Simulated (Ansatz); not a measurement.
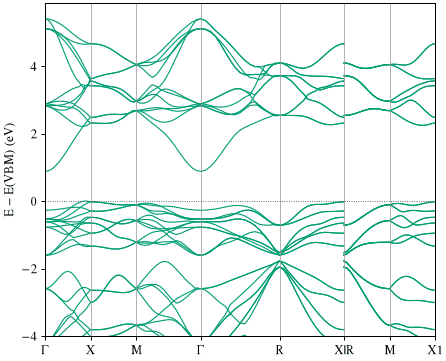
Fig. 1. Band structure from DFT-r²SCAN in the program Ansatz with PAW potentials

Read off the gap and where the band edges lie.

About 0.9 eV (0.88 eV by a search for the band edges); maximum on the Γ–X line, 90 % of the way from Γ, minimum at Γ.

The material is RuS₂ in space group Pa-3 (No. 205; Ru on 4a, S on 8c).

The cell was relaxed with r²SCAN under the symmetry of its start; phonons on a q-mesh show no instability. The run is not spin-polarised. Scalar-relativistic: spin–orbit coupling is off unless named, which matters more the heavier the elements.

Potentials: the later of the program's two PAW sets.
